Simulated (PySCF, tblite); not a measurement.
# C₄H₅N₂OS₂ radical: geometry, infrared bands and EPR parameters

Aim: predict the infrared bands and EPR parameters of C₄H₅N₂OS₂ radical (`CSCOc1n[c]sn1`).

The runs use tblite 0.8.0 and PySCF 2.14.0, with density-fitted response routines of our own; the level of theory stands in each step. All values are computed, except where a source is named. Atoms count from 0, in the outputs and in this text.

## (1) Starting geometry

14 atoms, charge 0, multiplicity 2; geometry from: force field or distance geometry start.

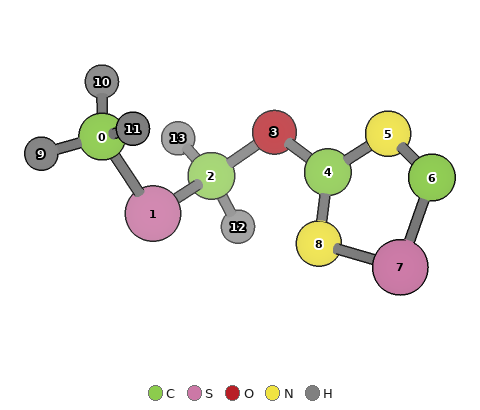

As it starts; carbon green, sulfur pink, oxygen red, nitrogen yellow, hydrogen grey, atoms numbered.

## (2) Optimising the geometry with GFN2-xTB

What the job is given:

```
{"job": {"kind": "relax", "xc": "GFN2-xTB", "basis": "xTB"}, "charge": 0, "multiplicity": 2}
C      2.313700    -0.599900     0.839100
S      1.185500     0.842100     0.778300
C      0.495200     1.082200    -0.870700
O     -0.391000     0.055500    -1.242800
C     -1.533000    -0.138200    -0.381500
N     -2.397300    -1.096000    -0.680300
C     -3.388600    -1.142300     0.179200
S     -3.289400    -0.007000     1.381800
N     -1.738000     0.605300     0.646200
H      3.227400    -0.385500     1.456500
H      2.615900    -0.949300    -0.158200
H      1.760400    -1.414900     1.361100
H     -0.139100     2.007000    -0.830400
H      1.277600     1.140500    -1.660400
```

The run is started by

```bash
$ OMP_NUM_THREADS=1 python probes_run.py task.json out
```

One launch serves the whole session: the jobs run in the order shown.

**Question.** This job is followed by: GFN2-xTB harmonic vibrations, gas phase; UKS B3LYP, pcH-1 on C H N O S, non-relativistic, mean-field spin-orbit, GIAO. Predict these results of the whole session: strongest single infrared mode (GFN2-xTB); zero-point energy (GFN2-xTB); g(iso) (B3LYP); ⟨S²⟩; largest a(iso) (averaged by class); potential on the surface of density 0.002 e/bohr³, 1st and 99th percentile.

**Answer**, as computed:

| quantity | value |
| --- | --- |
| strongest single infrared mode (GFN2-xTB) | 1564 cm⁻¹, 353 km/mol |
| zero-point energy (GFN2-xTB) | 56.3 kcal/mol |
| g(iso) (B3LYP) | 2.00017 |
| ⟨S²⟩ | 0.756 (exact 0.75) |
| largest a(iso) (averaged by class) | 13C on C6, 669.7 MHz |
| potential on the surface of density 0.002 e/bohr³, 1st and 99th percentile | -1.21 V and 1.22 V |

**Reading.** The optimisation took 104 steps and gained 0.861 eV; among the close pairs (by a distance rule), S7–N8 changed most, from 1.823 to 1.652 Å. No mode is imaginary among the 36: a minimum at this level. The strongest single mode, at 1564 cm⁻¹, moves mainly C6 and N5. GFN2-xTB is a fitted tight-binding method: band positions and strengths are rough. Its intensities can rank the bands wrongly. Most of the unpaired spin sits on C6 (0.81 e). The isotropic g lies 2.2 ppt below the free-electron value.
